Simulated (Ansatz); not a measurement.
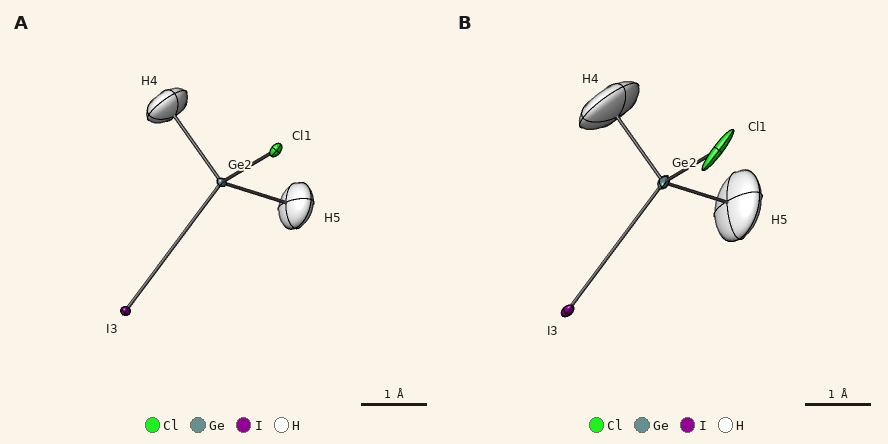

Displacement ellipsoids at the 50 % level, scaled by 1.5, from the internal vibrations of the free molecule (harmonic, no overall translation or rotation; no half-axis is drawn under 0.075 Å). Vibrations computed with RKS PBE0-D4/def2-TZVP, core potentials on I (Ansatz 0.2.0). One panel is for 0 K (zero-point motion alone), the other for 900 K.

Question: Which panel is for 900 K?

Answer: B.

Question: How much does the mean-square displacement of Cl1 grow, and why?

Answer: U_eq goes from 0.0011 to 0.0104 Å², a factor of 9.3. Modes below kT (626 cm⁻¹ at 900 K) grow about in proportion to T, and the lowest lies at 111 cm⁻¹; the mean-square amplitude of a mode is its zero-point value times coth(ħω/2kT), which comes close to 1 only above about 3kT.
